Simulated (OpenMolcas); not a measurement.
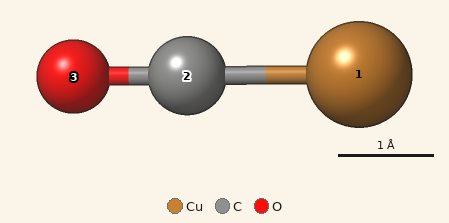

**Figure 1.** The input geometry (ball-and-stick view, seen on its broad side; atoms are numbered from 1 in the order of the input). Sticks mark near contacts. Bond lengths as drawn: C–Cu 1.81 Å and C–O 1.20 Å.

Excited-state calculation, with input and output: CCuO (part 1 of 3)

The run: excited-state calculation of CCuO (Cu(CO)), multiplicity 2. Method and program: MC-PDFT (ftrevPBE)/ANO-R2, sfX2C (OpenMolcas 26.06).

The geometry comes from this level: GFN2-xTB.

Log
```
--- Start Module: gateway ---

                                              &GATEWAY

                       available to each process: 1.9 GB of memory, 1 thread

++    Symmetry information:
      ---------------------

                    Character Table for C1

                             E
                    a        1  x, y, xy, Rz, z, xz, Ry, yz, Rx, I
--

++    Basis set information:
      ----------------------

      Basis set label: CU.ANO-R...6S4P4D2F1G.

      Electronic valence basis set:
      ------------------
      Associated Effective Charge  29.000000 au
      Associated Actual Charge     29.000000 au
      Nuclear Model: Finite nucleus - Gaussian distribution
        Gaussian exponent, Xi/bohr**(-2):  2.76660E+08

      Shell  nPrim  nBasis  Cartesian Spherical Contaminant
         s      21       6        X
         p      13       4        X
         d       9       4                 X
         f       5       2                 X
         g       4       1                 X

      Basis set label: C.ANO-R...4S4P2D1F.

      Electronic valence basis set:
      ------------------
      Associated Effective Charge   6.000000 au
      Associated Actual Charge      6.000000 au
      Nuclear Model: Finite nucleus - Gaussian distribution
        Gaussian exponent, Xi/bohr**(-2):  6.80775E+08

      Shell  nPrim  nBasis  Cartesian Spherical Contaminant
         s      12       4        X
         p       7       4        X
         d       3       2                 X
         f       2       1                 X

      Basis set label: O.ANO-R...4S4P2D1F.

      Electronic valence basis set:
      ------------------
      Associated Effective Charge   8.000000 au
      Associated Actual Charge      8.000000 au
      Nuclear Model: Finite nucleus - Gaussian distribution
        Gaussian exponent, Xi/bohr**(-2):  5.86314E+08

      Shell  nPrim  nBasis  Cartesian Spherical Contaminant
         s      13       4        X
         p       8       4        X
         d       4       2                 X
         f       3       1                 X
--

++    Molecular structure info:
      -------------------------

                    ************************************************
                    **** Cartesian Coordinates / bohr, angstrom ****
                    ************************************************

     Center  Label                x              y              z                     x              y              z
        1      CU1             -0.028818       0.038985      -3.039133             -0.015250       0.020630      -1.608240
        2      C2               0.004082      -0.005178       0.386657              0.002160      -0.002740       0.204610
        3      O3               0.024755      -0.033807       2.652476              0.013100      -0.017890       1.403630

                    ***************************************
                    *    InterNuclear Distances / bohr    *
                    ***************************************

               1 CU1           2 C2            3 O3
    1 CU1      0.000000
    2 C2       3.426233        0.000000
    3 O3       5.692327        2.266095        0.000000

                    *******************************************
                    *    InterNuclear Distances / angstrom    *
                    *******************************************

               1 CU1           2 C2            3 O3
    1 CU1      0.000000
    2 C2       1.813084        0.000000
    3 O3       3.012250        1.199166        0.000000
--

            Nuclear Potential Energy            112.72307800 au

--- Stop Module: gateway /rc=_RC_ALL_IS_WELL_ ---
--- Module gateway spent 3 seconds ---

--- Start Module: seward ---

                                              &SEWARD

                       available to each process: 1.9 GB of memory, 1 thread

               SEWARD will generate:
                  Multipole Moment integrals up to order  2
                  Kinetic Energy integrals
                  Nuclear Attraction integrals (finite nuclei - Gaussian type)
                  One-Electron Hamiltonian integrals
                  Velocity integrals
                  Relativistic X2C integrals
                  Orbital angular momentum around ( -0.0151   0.0204  -1.5858 )
                  Velocity quadrupole around ( -0.0151   0.0204  -1.5858 )
                  Atomic mean-field integrals
                  RI decomposed two-electron repulsion integrals stored Cholesky style
                   - acCD auxiliary basis
                   - CD Threshold:   1.00E-04

                   Integrals are discarded if absolute value <: 1.00E-14
                   Integral cutoff threshold is set to       <: 1.00E-16

            Nuclear Potential Energy            112.72307800 au

      Basis set specifications :
      Symmetry species         a
      Basis functions          127

--- Stop Module: seward /rc=_RC_ALL_IS_WELL_ ---
--- Module seward spent 5 seconds ---

--- Start Module: rasscf ---

                                              &RASSCF

                       available to each process: 1.9 GB of memory, 1 thread

      Header of the ONEINT file:
      --------------------------

      OrdInt status: non-squared

      Cartesian coordinates in angstrom:
      -----------------------------------------------------
      No.  Label        X            Y            Z
      -----------------------------------------------------
       1   CU1       -0.01525000   0.02063000  -1.60824000
       2   C2         0.00216000  -0.00274000   0.20461000
       3   O3         0.01310000  -0.01789000   1.40363000
      -----------------------------------------------------
      Nuclear repulsion energy =  112.72307800

++    Wave function specifications:
      -----------------------------

      Number of closed shell electrons          34
      Number of electrons in active shells       9
      Max number of holes in RAS1 space          0
      Max nr of electrons in RAS3 space          0
      Number of inactive orbitals               17
      Number of active orbitals                  5
      Number of secondary orbitals             105
      Spin quantum number                      0.5
      State symmetry                             1
--

++    Orbital specifications:
      -----------------------

      Symmetry species                           1
                                                 a
      Frozen orbitals                            0
      Inactive orbitals                         17
      Active orbitals                            5
      RAS1 orbitals                              0
      RAS2 orbitals                              5
      RAS3 orbitals                              0
      Secondary orbitals                       105
      Deleted orbitals                           0
      Number of basis functions                127
--

++    CI expansion specifications:
      ----------------------------

      Number of CSFs                             5
      Number of determinants                     5
      Number of root(s) required                 5
      Root chosen for geometry opt.              5
      CI roots used                              1     2     3     4     5
      weights                                0.200 0.200 0.200 0.200 0.200
      highest root included in the CI            5
      max. size of the explicit Hamiltonian      5
--

++    Optimization specifications:
      ----------------------------

      RASSCF algorithm: LK RI/DF
      Maximum number of macro iterations       200
      Maximum number of SX iterations          100
      Threshold for RASSCF energy            1.000E-08
      Threshold for max MO rotation          1.000E-01
      Threshold for max BLB element          1.000E-04
      Level shift parameter                  5.000E-01
      Make Quasi-Newton update
--

      The MO-coefficients are taken from the file:
      step2.RasOrb
      Title: RASSCF average (pseudo-natural) orbitals

      Total molecular charge    0.00

      ************************************************************************************************************************
      *                                            Wave function control section                                             *
      ************************************************************************************************************************

                                         RASSCF iterations: Energy and convergence statistics
                                         ----------------------------------------------------

          iter iter root      energy       change     param      element    value   shift minimum  type update hh:mm:ss
 Nr of preliminary CI iterations:   1
      Total energies have been shifted. Add                -1000.00 au
        1   1    4    0  -765.90435805    0.00E+00  -8.54E-06   17  23 1 -1.67E-05   0.83   0.00    SX    NO    0:00:01
        2   1    4    0  -765.90435805   -5.05E-10   7.69E-06   17  23 1 -1.63E-05   0.83   0.00    SX    NO    0:00:00
        3   1    3    0  -765.90435805   -3.90E-10   7.49E-06   17  23 1 -1.59E-05   0.83   0.00    SX    NO    0:00:00
        4   1    3    0  -765.90435805   -3.28E-10   7.31E-06   17  23 1 -1.55E-05   0.83   0.00    SX    NO    0:00:00
      Convergence after  4 iterations
        5   1    3    0  -765.90435805   -3.13E-10   7.31E-06   17  23 1 -1.51E-05   0.83   0.00    SX    NO    0:00:00

      ************************************************************************************************************************
                                                      Wave function printout:
                       occupation of active orbitals, and spin coupling of open shells (u,d: Spin up or down)
      ************************************************************************************************************************

      Note: transformation to natural orbitals
      has been made, which may change the order of the CSFs.

      printout of CI-coefficients larger than  0.05 for root  1
      energy=   -1765.929429
      conf/sym  11111     Coeff  Weight
             1  2222u   0.88784 0.78825
             2  222u2  -0.15435 0.02382
             3  22u22  -0.19505 0.03804
             4  2u222  -0.38710 0.14985

      printout of CI-coefficients larger than  0.05 for root  2
      energy=   -1765.900828
      conf/sym  11111     Coeff  Weight
             1  2222u  -0.36522 0.13339
             2  222u2   0.11360 0.01290
             3  22u22   0.07531 0.00567
             4  2u222  -0.92089 0.84803

      printout of CI-coefficients larger than  0.05 for root  3
      energy=   -1765.900828
      conf/sym  11111     Coeff  Weight
             1  2222u   0.21101 0.04453
             3  22u22   0.97622 0.95300

      printout of CI-coefficients larger than  0.05 for root  4
      energy=   -1765.895353
      conf/sym  11111     Coeff  Weight
             1  2222u   0.14933 0.02230
             2  222u2   0.74572 0.55609
             5  u2222   0.64848 0.42053

      printout of CI-coefficients larger than  0.05 for root  5
      energy=   -1765.895353
      conf/sym  11111     Coeff  Weight
             1  2222u  -0.10741 0.01154
             2  222u2  -0.63807 0.40714
             3  22u22   0.05705 0.00325
             5  u2222   0.75962 0.57702

      Natural orbitals and occupation numbers for root  1
      sym 1:   2.000000   2.000000   2.000000   2.000000   1.000000

      Natural orbitals and occupation numbers for root  2
      sym 1:   2.000000   1.000000   2.000000   2.000000   2.000000

      Natural orbitals and occupation numbers for root  3
      sym 1:   2.000000   2.000000   1.000000   2.000000   2.000000

      Natural orbitals and occupation numbers for root  4
      sym 1:   2.000000   2.000000   2.000000   1.000000   2.000000

      Natural orbitals and occupation numbers for root  5
      sym 1:   1.000000   2.000000   2.000000   2.000000   2.000000

      ************************************************************************************************************************
      *                                                    Final results                                                     *
      ************************************************************************************************************************

++    Final optimization conditions:
      ------------------------------

      Average CI energy                           -1765.90435805
      RASSCF energy for state  5                  -1765.89535272
      Super-CI energy                                -0.00000000
      RASSCF energy change                           -0.00000000
      Max change in MO coefficients              -7.120E-06
      Max non-diagonal density matrix element     7.314E-06
      Maximum BLB matrix element                 -1.509E-05
      (orbital pair  17,  23 in symmetry   1)
      Norm of electronic gradient            2.324E-01
--

      Final state energy(ies):
      ------------------------

::    RASSCF root number  1 Total energy:  -1765.92942896
::    RASSCF root number  2 Total energy:  -1765.90082793
::    RASSCF root number  3 Total energy:  -1765.90082793
::    RASSCF root number  4 Total energy:  -1765.89535272
::    RASSCF root number  5 Total energy:  -1765.89535272
      Von Neumann Entropy (Root   1) =  0.50000

      Mulliken population analysis for root number:  1
      -----------------------------------------------

++    Molecular charges:
      ------------------

      Mulliken charges per centre
      ---------------------------

                CU1     C2      O3
      Total   29.3085  5.5774  8.1141

      N-E     -0.3085  0.4226 -0.1141

      Total electronic charge=   43.000000

      Total            charge=   -0.000000
--

      Expectation values of various properties for root number:  1
      -----------------------------------------------------------

++    Molecular properties:
      ---------------------
```
